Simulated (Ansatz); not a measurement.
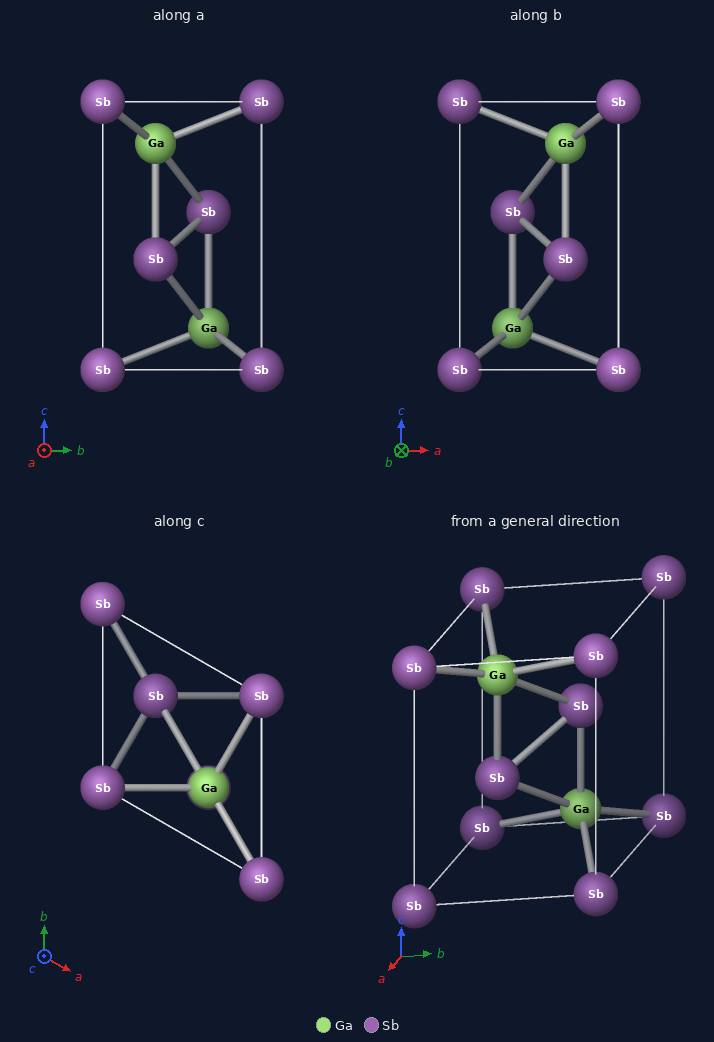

The image is a ball-and-stick drawing of a crystal, viewed along the a axis, along the b axis, along the c axis and from a general direction. Thin lines show the conventional unit cell, with boundary atoms drawn in all their periodic places.

> Formula?

Ga$_{2}$Sb$_{3}$. The cell holds 2 Ga, 3 Sb, counting shared atoms by their share.

> Which Bravais lattice does it have?

Primitive hexagonal lattice; the crystal system is trigonal.

> Determine the space group.

P-3m1 (No. 164), with Ga on 2d, Sb on 1a and Sb on 2d.

> How do the bonded atoms link up through the crystal?

The bonds build a three-dimensional framework.

The structure was taken from a textbook structure type filled with these elements (whether it is the usual form wasn't checked). Cell shown after relaxation with Ansatz, DFT PBE, scalar-relativistic, plane waves, PAW.
